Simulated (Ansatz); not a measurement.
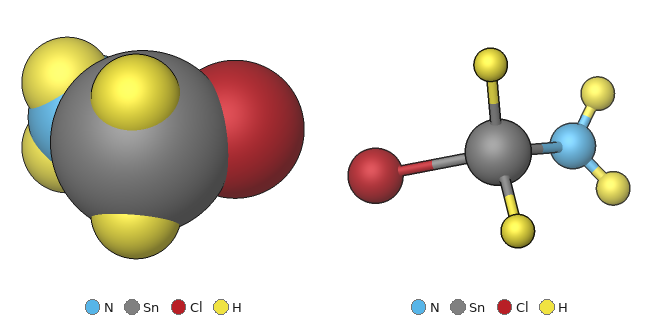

Two views of one molecule.

Computed geometry: PBE0-D4/def2-TZVP optimisation.

Describe the molecule.

Formula ClH₄NSn. SMILES: `[NH2][SnH2][Cl]`. The point group is Cs. Coordination, clear cases only: 1 Sn tetrahedral.

More results for the same structure follow; atom numbers are the same in all pictures, views and colours differ.

## Shape

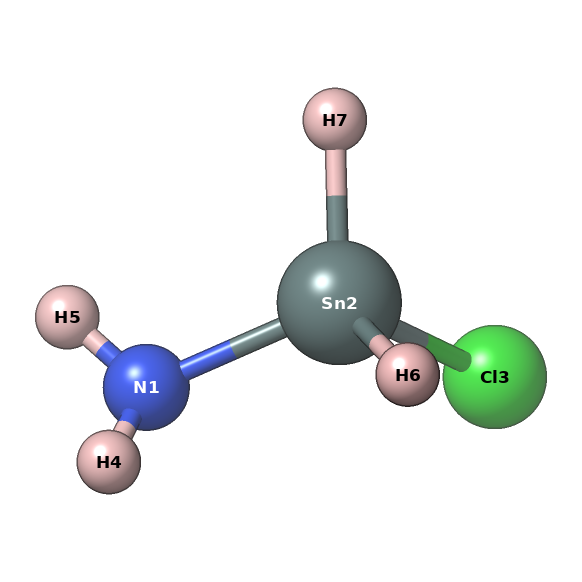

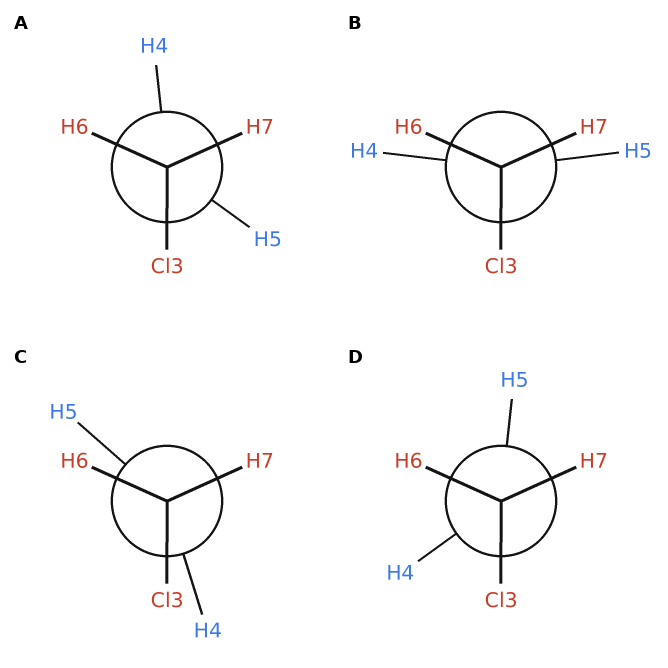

Depth is shown by fading: the farther an atom, the more it takes the colour of the background. Bonds that would overlap in a projection are set slightly apart.

Question: Which Newman projection shows the view along Sn2–N1, with Sn2 in front?

Answer: B. The torsion angle Cl3–Sn2–N1–H4 is 114°, anticlinal.

## Thermal motion

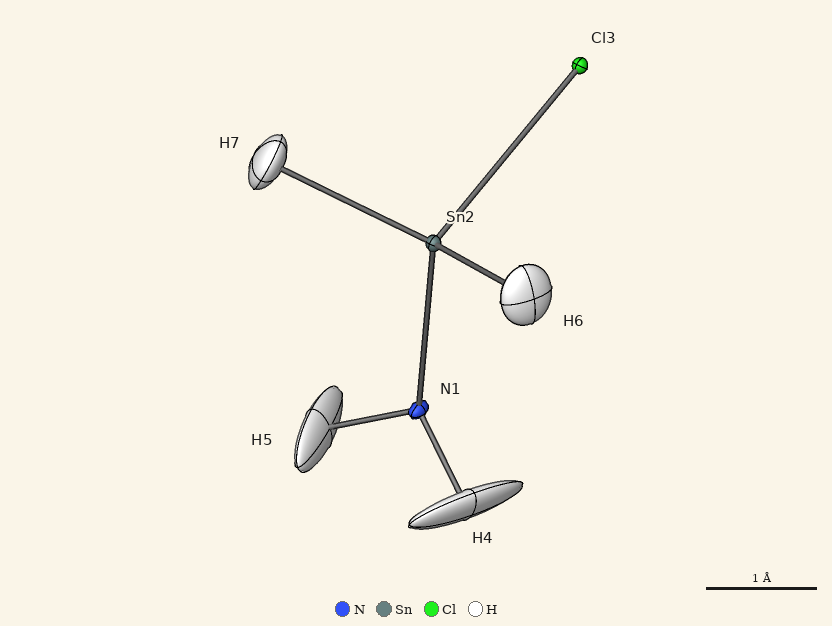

Displacement ellipsoids at the 50 % level, from the internal vibrations of the free molecule (harmonic, no overall translation or rotation; no half-axis is drawn under 0.075 Å). Vibrations computed with RKS PBE0-D4/def2-TZVP, core potentials on Sn (Ansatz 0.2.0). Temperature: 100 K.

Question: Which atom has the largest mean-square displacement?

Answer: H4, H5, with U_eq = 0.0664 Å².

Question: Does H5 move more along its bond or across it?

Answer: Across it: the root-mean-square amplitude is 0.077 Å along the bond and up to 0.417 Å across, since bending and torsion are softer than stretching.

List U_eq and the three principal root-mean-square amplitudes for each kind of atom.

```csv
atom,U_eq (Å²),rms amplitudes (Å)
N1,0.0027,"0.027, 0.042, 0.074"
Sn2,0.00010,"0.005, 0.009, 0.014"
Cl3,0.00068,"0.011, 0.027, 0.035"
"H4, H5",0.0664,"0.073, 0.140, 0.417"
"H6, H7",0.0245,"0.092, 0.172, 0.188"
```

## Vibrations

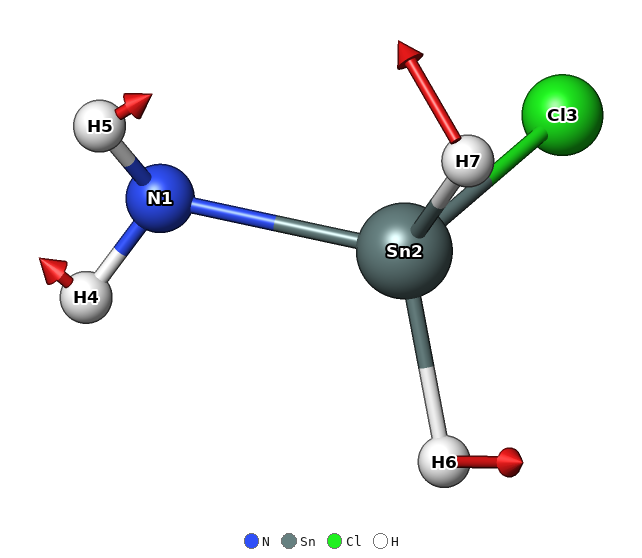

The arrows show one normal mode. Harmonic vibrations computed with RKS PBE0-D4/def2-TZVP, core potentials on Sn (Ansatz 0.2.0) at a stationary point of the same level.

Question: What kind of motion is it?

Answer: Mostly H–Sn–N bending.

Question: At what wavenumber does it lie?

Answer: 392 cm⁻¹; it is mode 5 of 15 counted from the lowest.

## Levels of theory compared

Program: Ansatz 0.2.0.

Tabulate HOMO energy (eV), HOMO–LUMO gap (eV), dipole (D) at these levels: B3LYP-D4/def2-TZVPP; PBE-D4/def2-TZVPP; r2SCAN-D4/def2-TZVPP; ωB97M-V/def2-TZVPP.

```csv
level,HOMO energy (eV),HOMO–LUMO gap (eV),dipole (D)
B3LYP-D4/def2-TZVPP,−7.38,6.61,3.53
PBE-D4/def2-TZVPP,−6.22,4.83,3.43
r2SCAN-D4/def2-TZVPP,−6.52,5.45,3.54
ωB97M-V/def2-TZVPP,−9.99,11.22,3.58
```
